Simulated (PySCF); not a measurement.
```yaml
atoms:
  - { symbol: C, position_ang: [2.5491, 0.9071, 1.3336] }
  - { symbol: Si, position_ang: [1.7538, 1.4178, -0.3179] }
  - { symbol: Si, position_ang: [0.4223, -0.2773, -1.1629] }
  - { symbol: C, position_ang: [-0.9888, -0.7525, 0.0453] }
  - { symbol: C, position_ang: [-1.8600, -1.8698, -0.5201] }
  - { symbol: C, position_ang: [-1.8513, 0.4593, 0.3858] }
  - { symbol: H, position_ang: [1.7982, 0.7263, 2.0979] }
  - { symbol: H, position_ang: [3.1278, -0.0056, 1.2214] }
  - { symbol: H, position_ang: [3.2186, 1.6750, 1.7100] }
  - { symbol: H, position_ang: [1.0357, 2.6804, -0.0779] }
  - { symbol: H, position_ang: [2.8463, 1.7582, -1.2413] }
  - { symbol: H, position_ang: [1.1693, -1.5173, -1.4355] }
  - { symbol: H, position_ang: [-0.2155, 0.0854, -2.4388] }
  - { symbol: H, position_ang: [-0.5449, -1.1198, 0.9782] }
  - { symbol: H, position_ang: [-1.2645, -2.7515, -0.7461] }
  - { symbol: H, position_ang: [-2.3472, -1.5452, -1.4373] }
  - { symbol: H, position_ang: [-2.6345, -2.1552, 0.1919] }
  - { symbol: H, position_ang: [-1.2602, 1.2438, 0.8548] }
  - { symbol: H, position_ang: [-2.6534, 0.1838, 1.0707] }
  - { symbol: H, position_ang: [-2.3059, 0.8679, -0.5149] }
```

Geometry: GFN2-xTB.

Level of theory: PBE0/pcSseg-1, SCF density, gas phase, non-relativistic in PySCF.

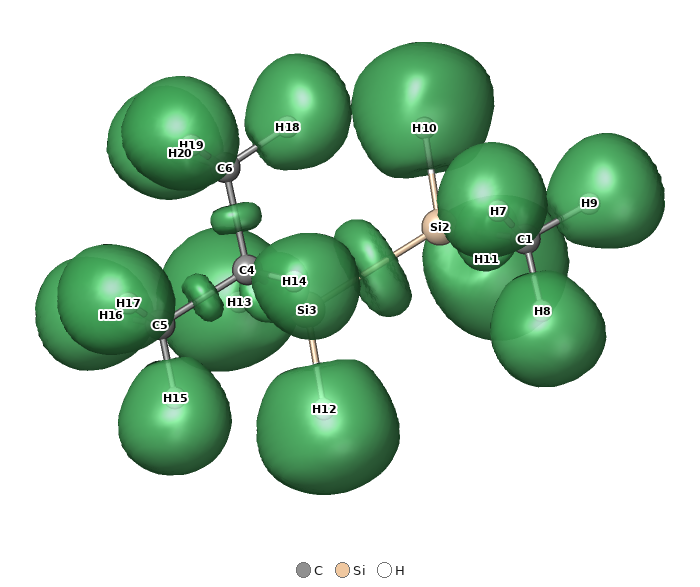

C₄H₁₄Si₂. Isosurface of the ELF at 0.85 (green), seen at a tilt. Core shells and regions of very low density are left out.

**What do the ELF domains correspond to?**

The surface consists of two regions between bonded C–C atoms (shared pairs), two regions between bonded C–Si atoms (shared pairs), one region between bonded Si–Si atoms (shared pairs) and 14 regions around hydrogen nuclei.

Values along the shortest contacts:
C–C (1.53 Å): the ELF peaks at about 0.95 between the atoms, as expected for a shared electron pair. C–Si (1.90 Å): the ELF peaks at about 0.95 between the atoms, as expected for a covalent bond.
